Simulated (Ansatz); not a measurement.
## ZrC, response to strain

The reference is ZrC in the rock salt structure (space group Fm-3m, No. 225; a = 4.669 Å; relaxed with 0.1 eV smearing). Axes: x, y, z lie along the cube axes.

Strains are applied to the cell and any free atomic positions relax; under biaxial strain the out-of-plane vector relaxes too.

Method: PBEsol in Ansatz (plane waves to 420 eV, PAW, without spin-orbit coupling).

Notes on the quantities. energy relative to the base: free energy F.

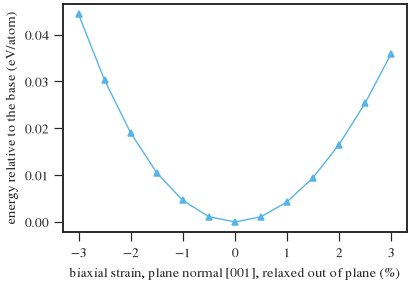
Figure: Energy relative to the base against biaxial strain, plane normal [001], relaxed out of plane

| biaxial strain, plane normal [001], relaxed out of plane (%) | energy relative to the base |
|---|---|
| -3 | +44 meV/atom |
| -2.5 | +30 meV/atom |
| -2 | +19 meV/atom |
| -1.5 | +11 meV/atom |
| -1 | +4.6 meV/atom |
| -0.5 | +1.1 meV/atom |
| 0.5 | +1.1 meV/atom |
| 1 | +4.3 meV/atom |
| 1.5 | +9.5 meV/atom |
| 2 | +17 meV/atom |
| 2.5 | +25 meV/atom |
| 3 | +36 meV/atom |

Stability against distortions was not tested. All final runs are without spin polarisation.

Ansatz is a quantum-chemistry and plane-wave program.
